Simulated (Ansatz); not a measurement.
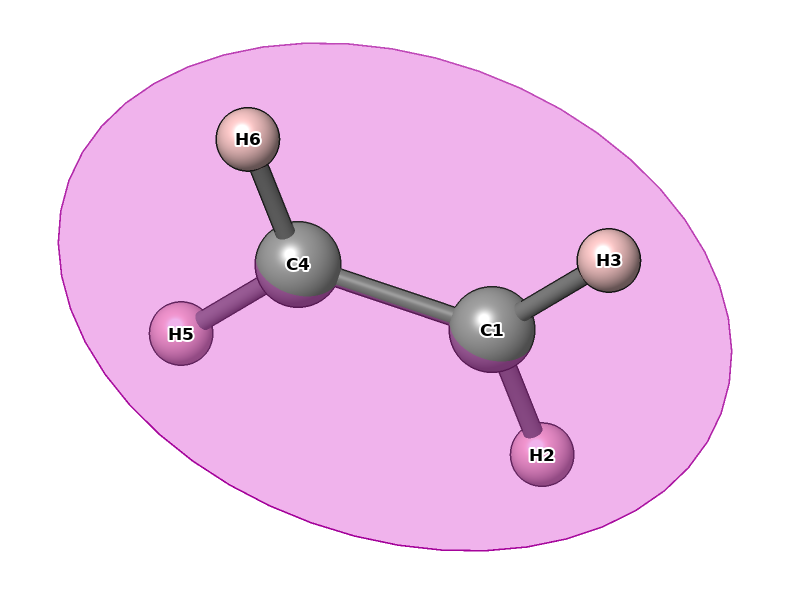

A disc through the centre of mass is drawn in. Distant atoms are faded towards the background colour. The computed structure is the end point of a PBE0-D4/def2-TZVP optimisation.

Is the plane of the disc a mirror plane of the structure?

Answer. Yes. The reflection leaves C1, C4 in place and moves H2 ↔ H3; H5 ↔ H6. The point group is D2h.
